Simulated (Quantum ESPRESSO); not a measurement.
What a tighter setting buys: conv_thr, YMgAl (P-62m, 9 atoms in the cell)

Cell: a = 7.1984 Å, b = 7.1984 Å, c = 4.4520 Å, α = 90.00°, β = 90.00°, γ = 120.00°.

Method: LDA (PZ), GBRV 1.5 ultrasoft (LDA) pseudopotentials (plane waves; Quantum ESPRESSO).

Base settings: ecutwfc = 40 Ry; ecutrho = 320 Ry; occupations = smearing; smearing = methfessel-paxton; degauss = 0.0099958 Ry; potentials = {Y: y_lda_v1.4.uspp.F.UPF, Mg: mg_lda_v1.4.uspp.F.UPF, Al: al_lda_v1.uspp.F.UPF}; K_POINTS = automatic 3 3 4 0 0 0; conv_thr = 1e-10 Ry; mixing_beta = 0.7.

Misses are taken against the tightest run, 7.3e-14 Ry, which need not be fully converged itself.

The count of work is k-points × plane waves × bands × iterations; it is no time, and leaves out set-up, grids and terms that scale otherwise. Core times come from one kind of shared machine and are given to one figure; runs under 30 s give none.

The starting cell comes from a database of computed structures (which also holds hypothetical and non-ambient phases and stackings), without a prior relaxation at this level. Its lattice was rescaled by a random factor within 2.5 % of one. Without a gap this mesh is coarse (it stands for a supercell whose shortest vector is 18 Å).

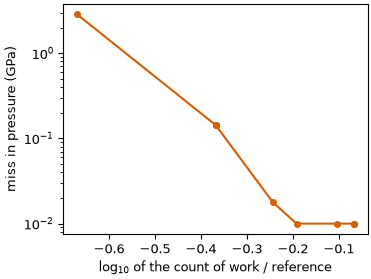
*Miss against the count of work; the reference run is not drawn, and misses under 0.01 GPa are drawn there.*

```
conv_thr    pressure less reference (GPa)  largest difference in the force on any atom (eV/Å)  count of work / reference  core time / reference (rough)
----------  -----------------------------  --------------------------------------------------  -------------------------  -----------------------------
0.0073 Ry                            2.85                                               0.706                       0.21                            0.3
0.00073 Ry                          -0.14                                               0.026                       0.43                            0.5
7.3e-05 Ry                          -0.14                                               0.026                       0.43                            0.5
7.3e-06 Ry                          -0.14                                               0.026                       0.43                            0.6
7.3e-07 Ry                           0.02                                               0.007                       0.57                            0.5
7.3e-08 Ry                          -0.01                                               0.004                       0.64                            0.8
7.3e-10 Ry                           0.00                                               0.001                       0.79                            0.8
1e-10 Ry                             0.00                                               0.000                       0.86                            0.7
7.3e-12 Ry                           0.00                                               0.000                       0.86                            0.9
7.3e-14 Ry                           0.00                                               0.000                        1.0                              1
```

Coarsest setting among those run that, with all tighter ones, holds the pressure within 0.2 GPa of the reference: 0.00073 Ry, off by 0.14 GPa; its saving against the reference is no more than about a factor of 2 in time.

Coarsest setting among those run that, with all tighter ones, holds the pressure within 0.1 GPa of the reference: 7.3e-07 Ry, off by 0.018 GPa; its saving against the reference is no more than about a factor of 2 in the count of work.

The step from 0.0073 Ry to 7.3e-08 Ry: it takes the miss in the pressure from 2.9 to 0.009 GPa, for 3.0 times the count of work and roughly 3 times the time.
